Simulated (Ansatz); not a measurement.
**Geometry relaxation, with input and output: BSiNH7ClO2 (part 1 of 2)**

BSiNH7ClO2, computed with RKS PBE/def2-SVP (Ansatz 0.2.0).

It belongs to a series of runs on one base structure; here: end point A relaxed. Figures and captions count atoms from 1; the log counts them from 0 in places.

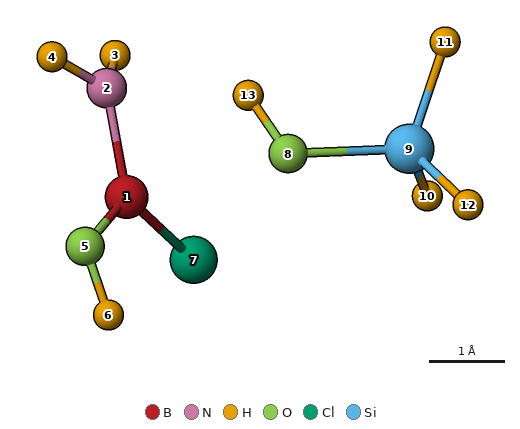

Figure 1. The structure as given in the input (ball-and-stick view, seen at a tilt; atoms are numbered from 1 in the order of the input). Bond lengths as drawn: B–Cl 1.79 Å, B–N 1.49 Å, B–O 1.36 Å, H–N 1.02 Å, H–O 0.97 to 0.99 Å, H–Si 1.50 to 1.51 Å and O–Si 1.69 Å.

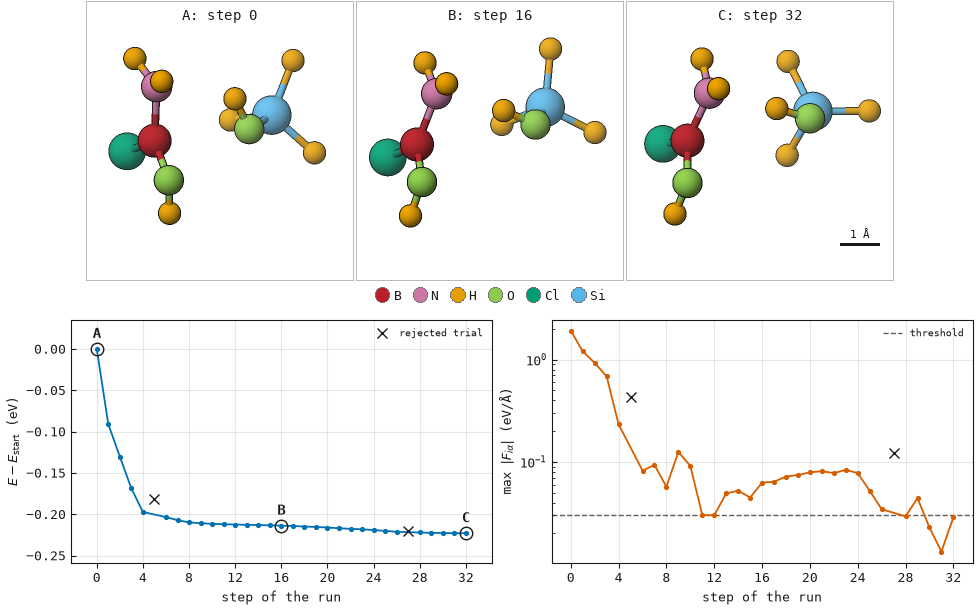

Figure 2. Frames of the relaxation (ball-and-stick view, seen at a tilt) above the curves, on which the letters mark them (the first geometry is step 0 here and step 1 in the log).

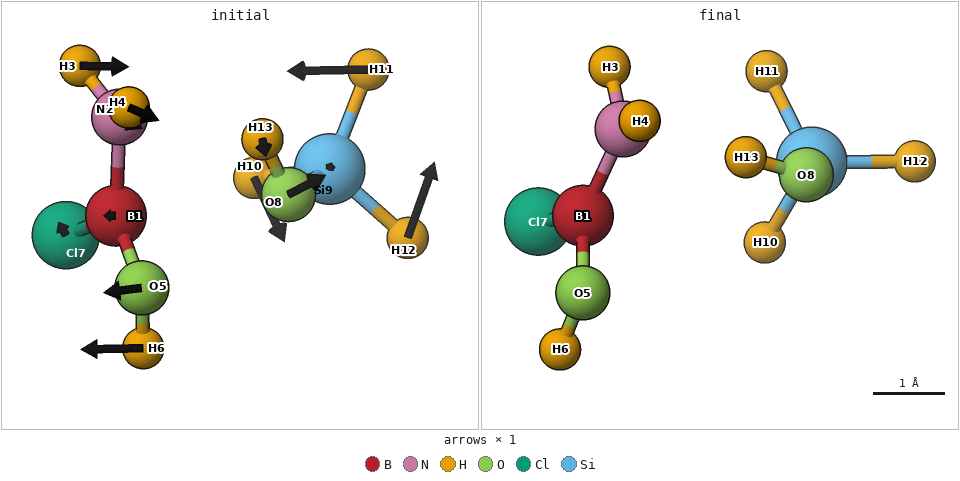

Figure 3. Before (left) and after (right) the relaxation, at one scale (ball-and-stick view, seen at a tilt). The black arrows give the displacements, at true length. The largest move after the best rigid fit is that of H11, 1.22 Å. Largest moves by element: H 1.22 Å, O 0.63 Å, N 0.38 Å, Cl 0.22 Å, B 0.18 Å, Si 0.11 Å. Distances before and after: B1–N2 1.489 → 1.424 Å, O8–Si9 1.686 → 1.675 Å, B1–O5 1.358 → 1.362 Å, Si9–H10 1.506 → 1.510 Å. Among the angles that change: Si9–O8–H13 114.0° → 116.2°. The energy falls by 0.223 eV in 32 geometry steps. Largest force component: 1.9 eV/Å at the start, 0.029 eV/Å at the end. The line search rejected the trial steps at points 5, 27 (counted from 0) and went back. (Atoms are counted from 1 in the order of the input.)

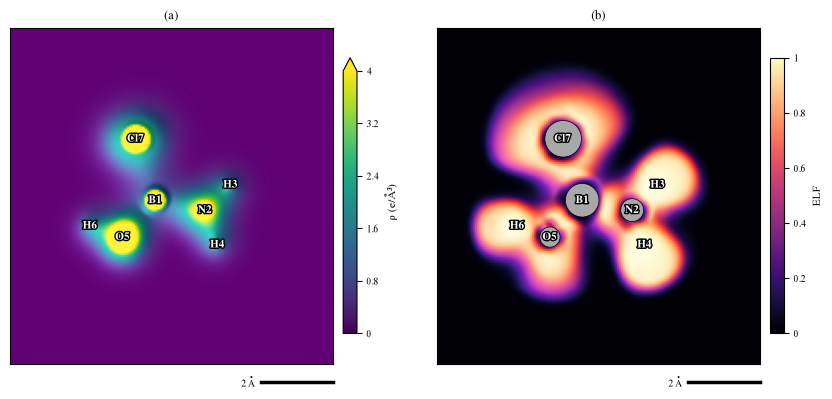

Figure 4. (a) electron density; (b) electron localisation function on the plane of atoms B1, O5 and H6. Grey discs, where drawn, cover atomic cores. B–O (1.36 Å): ρ at the midpoint is about 2.1 e/Å³; the ELF peaks at about 0.90 between the atoms, which marks a polar covalent bond. B–N (1.42 Å): ρ is about 1.8 e/Å³ halfway; the ELF peaks at about 0.95 between the atoms (a polar covalent bond).

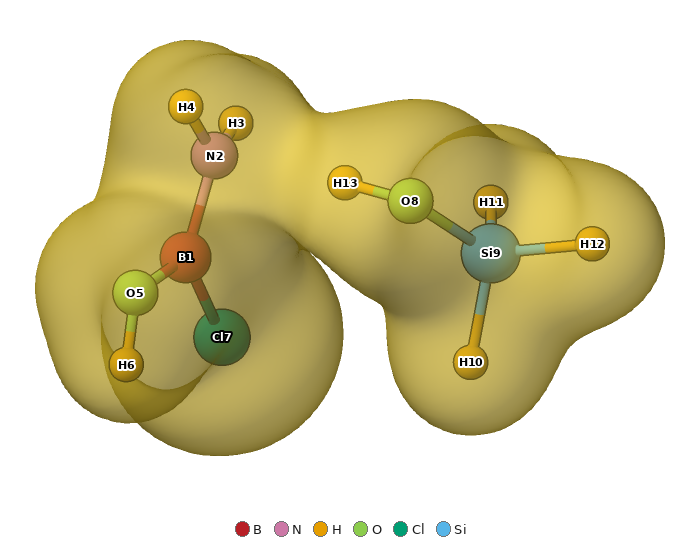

Figure 5. Isosurface of the electron density at 0.05 e/Å³ (yellow), seen at a tilt. At this value the surface is in one piece. On the grid the lowest density along these lines, outside the cores, is 0.21 e/Å³ (N···H, 1.94 Å), 1.5 e/Å³ (B–O, 1.36 Å), 1.4 e/Å³ (B–N, 1.42 Å) and 0.89 e/Å³ (Si–O, 1.68 Å).

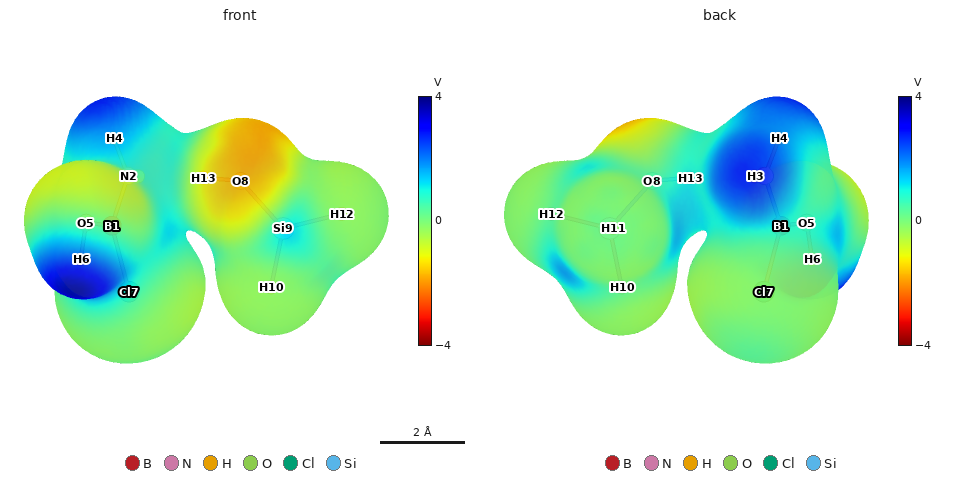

Figure 6. The molecular electrostatic potential painted on the density surface at 0.004 e/bohr³, seen at a tilt and from behind; red is negative and blue positive.

The input and output of the run follow.

**The input**
```yaml
crystal:
  periodic: [false, false, false]
  atoms:
    - { symbol: B, position_ang: [0.192131, -0.488739, 0.386827] }
    - { symbol: "N", position_ang: [0.107369, -0.478998, 1.873718] }
    - { symbol: H, position_ang: [-0.626678, -1.012291, 2.338051] }
    - { symbol: H, position_ang: [0.976646, -0.417627, 2.407053] }
    - { symbol: O, position_ang: [1.374022, -0.175346, -0.203338] }
    - { symbol: H, position_ang: [1.293802, -0.119909, -1.170863] }
    - { symbol: Cl, position_ang: [-1.224184, -1.082737, -0.541972] }
    - { symbol: O, position_ang: [-0.612313, 2.005382, 0.370053] }
    - { symbol: Si, position_ang: [-2.128901, 2.689511, 0.097381] }
    - { symbol: H, position_ang: [-3.105514, 1.697635, -0.476383] }
    - { symbol: H, position_ang: [-2.705003, 3.231446, 1.382686] }
    - { symbol: H, position_ang: [-1.945956, 3.813074, -0.880589] }
    - { symbol: H, position_ang: [-0.507522, 1.600801, 1.268776] }
basis:
  gaussian: { orbitals: def2-SVP }
hamiltonian:
  xc: pbe
relax:
  f_tol: 0.03
  max_steps: 50
output:
  orbitals: {}
```

Run as:
```bash
ansatz run input.yaml --threads 4 --pin off --max-ram 5120MiB --backend cpu --events-out ev --progress --plain --runs-dir out
```

**What the program printed**
```
The last accepted step is kept in [file] (removed where the run ends without a failure and the disk answers)
Engine: ansatz 0.2.0, x86_64-unknown-linux-gnu
Functional definition: PBE
  parameter kappa = 0.804
  parameter beta = 0.06672455060314922
  exchange = pbe_x(kappa = kappa, mu = beta*pi^2/3)
  correlation = pbe_c(beta = beta)
1409 factors; their error is unknown
mean field evaluation 1: about -26737.2291 eV, gradient 8.7e1 eV
mean field evaluation 2: about -26683.4540 eV, gradient 1.8e2 eV
mean field evaluation 4: about -26750.8625 eV, gradient 1.7e1 eV
mean field evaluation 8: about -26751.4375 eV, gradient 1.2e-1 eV
mean field evaluation 16: about -26751.3639 eV, gradient 9.4e-4 eV
mean field -26751.36387837 eV, -983.0944898043 hartree, gradient 2.2e-5 eV, S^2 0.000000; 0 other end points of the search recorded, 0 dependent functions left out
the calculation of the forces begins
reference -26751.36392004 eV, -983.0944913356 hartree; 33, 33 occupied and 94, 94 virtual orbitals, 1409 factors
relax step   1: F+E_penalty+E_count = -26751.36387837 eV  Δ(F+E_penalty+E_count) = +0.000e0 eV  max|allowed force component| = 1.925e0 eV/Å  Δτ_max = 0.0000 Å  (30 SCF iters, accepted)
these checks for a lower state are left out or cut short: starts, cluster_reference, orbital_swaps, neighbouring_geometries, increment
1409 factors; their error is unknown
mean field -26751.45491083 eV, -983.0978351855 hartree, gradient 1.9e-5 eV, S^2 0.000000; 0 other end points of the search recorded, 0 dependent functions left out
[... from here on the field's lines of each further geometry are left out, up to the last ...]
relax step   2: F+E_penalty+E_count = -26751.45491083 eV  Δ(F+E_penalty+E_count) = -9.103e-2 eV  max|allowed force component| = 1.204e0 eV/Å  Δτ_max = 0.1949 Å  (34 SCF iters, accepted)
relax step   3: F+E_penalty+E_count = -26751.49407178 eV  Δ(F+E_penalty+E_count) = -3.916e-2 eV  max|allowed force component| = 9.291e-1 eV/Å  Δτ_max = 0.1484 Å  (30 SCF iters, accepted)
relax step   4: F+E_penalty+E_count = -26751.53270444 eV  Δ(F+E_penalty+E_count) = -3.863e-2 eV  max|allowed force component| = 6.851e-1 eV/Å  Δτ_max = 0.0963 Å  (29 SCF iters, accepted)
relax step   5: F+E_penalty+E_count = -26751.56112097 eV  Δ(F+E_penalty+E_count) = -2.842e-2 eV  max|allowed force component| = 2.329e-1 eV/Å  Δτ_max = 0.1707 Å  (30 SCF iters, accepted)
relax step   6: F+E_penalty+E_count = -26751.54513409 eV  Δ(F+E_penalty+E_count) = +1.599e-2 eV  max|allowed force component| = 4.340e-1 eV/Å  Δτ_max = 0.0453 Å  (29 SCF iters, rejected (line search))
relax step   7: F+E_penalty+E_count = -26751.56732719 eV  Δ(F+E_penalty+E_count) = -6.206e-3 eV  max|allowed force component| = 8.227e-2 eV/Å  Δτ_max = 0.0221 Å  (30 SCF iters, accepted)
relax step   8: F+E_penalty+E_count = -26751.57100923 eV  Δ(F+E_penalty+E_count) = -3.682e-3 eV  max|allowed force component| = 9.330e-2 eV/Å  Δτ_max = 0.1000 Å  (29 SCF iters, accepted)
relax step   9: F+E_penalty+E_count = -26751.57376143 eV  Δ(F+E_penalty+E_count) = -2.752e-3 eV  max|allowed force component| = 5.718e-2 eV/Å  Δτ_max = 0.0582 Å  (29 SCF iters, accepted)
relax step  10: F+E_penalty+E_count = -26751.57469425 eV  Δ(F+E_penalty+E_count) = -9.328e-4 eV  max|allowed force component| = 1.255e-1 eV/Å  Δτ_max = 0.0776 Å  (29 SCF iters, accepted)
relax step  11: F+E_penalty+E_count = -26751.57550124 eV  Δ(F+E_penalty+E_count) = -8.070e-4 eV  max|allowed force component| = 9.123e-2 eV/Å  Δτ_max = 0.0278 Å  (30 SCF iters, accepted)
relax step  12: F+E_penalty+E_count = -26751.57595402 eV  Δ(F+E_penalty+E_count) = -4.528e-4 eV  max|allowed force component| = 3.023e-2 eV/Å  Δτ_max = 0.0143 Å  (29 SCF iters, accepted)
relax step  13: F+E_penalty+E_count = -26751.57635721 eV  Δ(F+E_penalty+E_count) = -4.032e-4 eV  max|allowed force component| = 3.015e-2 eV/Å  Δτ_max = 0.0355 Å  (30 SCF iters, accepted)
relax step  14: F+E_penalty+E_count = -26751.57668556 eV  Δ(F+E_penalty+E_count) = -3.284e-4 eV  max|allowed force component| = 4.918e-2 eV/Å  Δτ_max = 0.0529 Å  (29 SCF iters, accepted)
relax step  15: F+E_penalty+E_count = -26751.57694525 eV  Δ(F+E_penalty+E_count) = -2.597e-4 eV  max|allowed force component| = 5.241e-2 eV/Å  Δτ_max = 0.0461 Å  (30 SCF iters, accepted)
relax step  16: F+E_penalty+E_count = -26751.57726634 eV  Δ(F+E_penalty+E_count) = -3.211e-4 eV  max|allowed force component| = 4.488e-2 eV/Å  Δτ_max = 0.0376 Å  (29 SCF iters, accepted)
relax step  17: F+E_penalty+E_count = -26751.57773904 eV  Δ(F+E_penalty+E_count) = -4.727e-4 eV  max|allowed force component| = 6.285e-2 eV/Å  Δτ_max = 0.0709 Å  (29 SCF iters, accepted)
relax step  18: F+E_penalty+E_count = -26751.57807500 eV  Δ(F+E_penalty+E_count) = -3.360e-4 eV  max|allowed force component| = 6.405e-2 eV/Å  Δτ_max = 0.0406 Å  (29 SCF iters, accepted)
relax step  19: F+E_penalty+E_count = -26751.57874489 eV  Δ(F+E_penalty+E_count) = -6.699e-4 eV  max|allowed force component| = 7.198e-2 eV/Å  Δτ_max = 0.0789 Å  (29 SCF iters, accepted)
relax step  20: F+E_penalty+E_count = -26751.57926032 eV  Δ(F+E_penalty+E_count) = -5.154e-4 eV  max|allowed force component| = 7.453e-2 eV/Å  Δτ_max = 0.0584 Å  (28 SCF iters, accepted)
relax step  21: F+E_penalty+E_count = -26751.57994564 eV  Δ(F+E_penalty+E_count) = -6.853e-4 eV  max|allowed force component| = 7.914e-2 eV/Å  Δτ_max = 0.0569 Å  (28 SCF iters, accepted)
relax step  22: F+E_penalty+E_count = -26751.58084483 eV  Δ(F+E_penalty+E_count) = -8.992e-4 eV  max|allowed force component| = 8.109e-2 eV/Å  Δτ_max = 0.0866 Å  (29 SCF iters, accepted)
relax step  23: F+E_penalty+E_count = -26751.58154421 eV  Δ(F+E_penalty+E_count) = -6.994e-4 eV  max|allowed force component| = 7.776e-2 eV/Å  Δτ_max = 0.0644 Å  (29 SCF iters, accepted)
relax step  24: F+E_penalty+E_count = -26751.58215373 eV  Δ(F+E_penalty+E_count) = -6.095e-4 eV  max|allowed force component| = 8.351e-2 eV/Å  Δτ_max = 0.1028 Å  (29 SCF iters, accepted)
relax step  25: F+E_penalty+E_count = -26751.58292911 eV  Δ(F+E_penalty+E_count) = -7.754e-4 eV  max|allowed force component| = 7.775e-2 eV/Å  Δτ_max = 0.0504 Å  (29 SCF iters, accepted)
relax step  26: F+E_penalty+E_count = -26751.58407199 eV  Δ(F+E_penalty+E_count) = -1.143e-3 eV  max|allowed force component| = 5.230e-2 eV/Å  Δτ_max = 0.0326 Å  (30 SCF iters, accepted)
relax step  27: F+E_penalty+E_count = -26751.58511484 eV  Δ(F+E_penalty+E_count) = -1.043e-3 eV  max|allowed force component| = 3.448e-2 eV/Å  Δτ_max = 0.0809 Å  (28 SCF iters, accepted)
relax step  28: F+E_penalty+E_count = -26751.58449578 eV  Δ(F+E_penalty+E_count) = +6.191e-4 eV  max|allowed force component| = 1.225e-1 eV/Å  Δτ_max = 0.1950 Å  (29 SCF iters, rejected (line search))
relax step  29: F+E_penalty+E_count = -26751.58596735 eV  Δ(F+E_penalty+E_count) = -8.525e-4 eV  max|allowed force component| = 2.938e-2 eV/Å  Δτ_max = 0.0953 Å  (29 SCF iters, accepted)
relax step  30: F+E_penalty+E_count = -26751.58638534 eV  Δ(F+E_penalty+E_count) = -4.180e-4 eV  max|allowed force component| = 4.423e-2 eV/Å  Δτ_max = 0.0981 Å  (29 SCF iters, accepted)
relax step  31: F+E_penalty+E_count = -26751.58661697 eV  Δ(F+E_penalty+E_count) = -2.316e-4 eV  max|allowed force component| = 2.287e-2 eV/Å  Δτ_max = 0.0131 Å  (30 SCF iters, accepted)
relax step  32: F+E_penalty+E_count = -26751.58684571 eV  Δ(F+E_penalty+E_count) = -2.287e-4 eV  max|allowed force component| = 1.326e-2 eV/Å  Δτ_max = 0.0474 Å  (29 SCF iters, accepted)
the calculation of the forces begins
reference -26751.58690273 eV, -983.1026857984 hartree; 33, 33 occupied and 94, 94 virtual orbitals, 1409 factors
relax step  33: F+E_penalty+E_count = -26751.58686208 eV  Δ(F+E_penalty+E_count) = -1.636e-5 eV  max|allowed force component| = 2.875e-2 eV/Å  Δτ_max = 0.0604 Å  (29 SCF iters, accepted)
1409 factors; their error is unknown
mean field evaluation 256: about -26751.6603 eV, gradient 1.1e-1 eV
mean field -26751.58686208 eV, -983.1026843044 hartree, gradient 1.8e-5 eV, S^2 0.000000; 1 other end points of the search recorded, 0 dependent functions left out
the calculation of the forces begins
reference -26751.58690273 eV, -983.1026857984 hartree; 33, 33 occupied and 94, 94 virtual orbitals, 1409 factors
Total energy: -26751.58690273 eV, -983.1026857984 hartree
Atom 0 at     0.193836    -0.670287     0.409165 Å, force    -0.003554     0.028748    -0.010308 eV/Å
Atom 1 at     0.163870    -0.108023     1.717220 Å, force    -0.000027    -0.007435     0.003413 eV/Å
Atom 2 at    -0.632480    -0.258423     2.336820 Å, force     0.000307    -0.000357     0.001058 eV/Å
Atom 3 at     1.041138     0.076428     2.209069 Å, force    -0.000205    -0.001979    -0.000062 eV/Å
Atom 4 at     1.369395    -0.732084    -0.276394 Å, force     0.002008    -0.009679     0.004419 eV/Å
Atom 5 at     1.249793    -1.044128    -1.190119 Å, force     0.000072    -0.000918    -0.001467 eV/Å
Atom 6 at    -1.350101    -1.213805    -0.323387 Å, force     0.001658    -0.007983     0.003627 eV/Å
Atom 7 at    -0.550060     2.531232     0.664254 Å, force    -0.008753    -0.002046     0.003358 eV/Å
Atom 8 at    -2.144517     2.696129     0.177586 Å, force     0.006914    -0.005028    -0.006926 eV/Å
Atom 9 at    -2.426324     2.053391    -1.158998 Å, force    -0.001123     0.002022     0.007953 eV/Å
Atom 10 at    -3.112426     2.104145     1.178444 Å, force     0.004792     0.008162    -0.006373 eV/Å
Atom 11 at    -2.412238     4.168714     0.052531 Å, force    -0.002584    -0.005447     0.004721 eV/Å
Atom 12 at    -0.301987     1.658914     1.055210 Å, force     0.000495     0.001941    -0.003413 eV/Å
Dipole moment:     0.234158    -0.516486     0.249117 e Å
```

**Trajectory as extended XYZ (Å, eV, eV/Å), 17 of the 33 frames kept, from step=1 to step=33**
```
13
Properties=species:S:1:pos:R:3:forces:R:3 step=1 energy=-26751.36388
B     0.1921   -0.4887    0.3868   -0.0525  -0.3373   1.9251
N     0.1074   -0.4790    1.8737    0.0259   0.2275  -1.9089
H    -0.6267   -1.0123    2.3381   -0.0082   0.0057   0.0094
H     0.9766   -0.4176    2.4071   -0.0058  -0.0063  -0.0113
O     1.3740   -0.1753   -0.2033    0.0722   0.0250  -0.0612
H     1.2938   -0.1199   -1.1709    0.0076   0.0191  -0.0197
Cl   -1.2242   -1.0827   -0.5420   -0.0071  -0.0044  -0.0044
O    -0.6123    2.0054    0.3701    0.0111   0.0784   0.5343
Si   -2.1289    2.6895    0.0974   -0.0601   0.0225  -0.0159
H    -3.1055    1.6976   -0.4764   -0.0109   0.0049   0.0010
H    -2.7050    3.2314    1.3827   -0.0040   0.0110  -0.0095
H    -1.9460    3.8131   -0.8806    0.0038  -0.0067  -0.0066
H    -0.5075    1.6008    1.2688    0.0279  -0.0394  -0.4323
```
